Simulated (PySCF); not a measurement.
Input file:

```
{"job": {"kind": "uv", "xc": "CAM-B3LYP", "basis": "def2-SVPD", "nstates": 8, "ntriplets": 3}, "charge": 0, "multiplicity": 1}
Si     1.428513     1.933891    -0.210551
Si     0.747595    -0.090197    -1.150975
Si     0.912608    -2.079594     0.048795
S     -1.346514     0.124360    -1.859526
Si    -2.580707     0.134025    -0.141398
Cl    -1.607353     0.951215     1.443744
H      2.693309     2.364034    -0.814942
H      0.473978     3.032103    -0.366697
H      1.681578     1.750148     1.220870
H      1.318969    -0.257218    -2.494584
H      0.566252    -3.289152    -0.702022
H      2.299436    -2.221382     0.498770
H      0.060277    -2.074076     1.242258
H     -3.726538     0.958682    -0.472026
H     -2.925817    -1.228850     0.230717
```

Launched as:

```sh
OMP_NUM_THREADS=1 python probes_run.py task.json out
```

Geometry: GFN2-xTB.

Theory: CAM-B3LYP/def2-SVPD, SCF density, gas phase in PySCF.

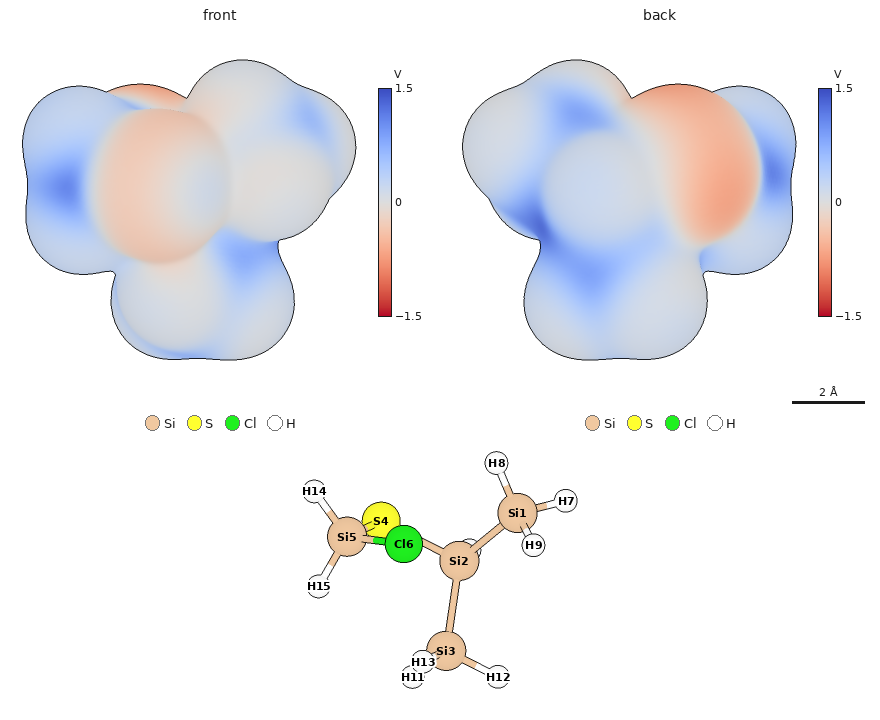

ClH₉SSi₄. The electrostatic potential painted on the density surface at 0.001 e/bohr³, seen from the front and from behind; red is negative and blue positive. The bare structure is drawn below in the same view.

### Where is the surface potential most negative and most positive?

The most negative region (about −0.6 V) lies over S4, the most positive (about +1.1 V) over Si1 and Si2.
